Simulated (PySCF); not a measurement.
SMILES Cl[Si](Cl)(Cl)[O][GeH3], singlet at its PBE0/def2-SVP optimised geometry (Å):

```
9

Si     0.4546    -1.9567     0.0000
Cl    -0.2010    -2.9522     1.6729
Cl    -0.1981    -2.9587    -1.6540
Cl     2.4960    -1.9567     0.0000
O     -0.1098    -0.4422     0.0000
Ge    -1.1099     0.6213     1.0515
H     -1.1570     1.9567     0.3031
H     -0.3991     0.7357     2.4073
H     -2.4960    -0.0252     1.1822
```

Method: PBE0/def2-TZVP in PySCF. Cells within 0.4 Å of a nucleus heavier than hydrogen are left out (blank, or x).

Map of the deformation density (molecule minus spherical neutral atoms) (e/bohr³) on the plane z = 0.0 Å:

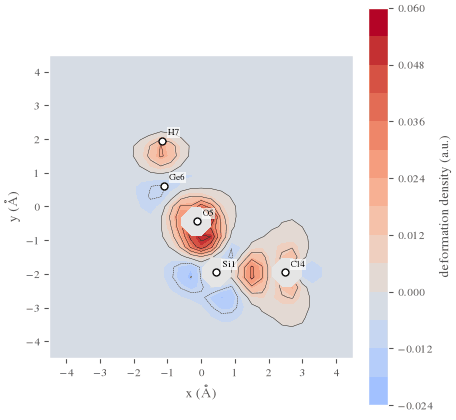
Fig. 1. Deformation density (molecule minus spherical neutral atoms) (e/bohr³) on the plane z = 0.0 Å.
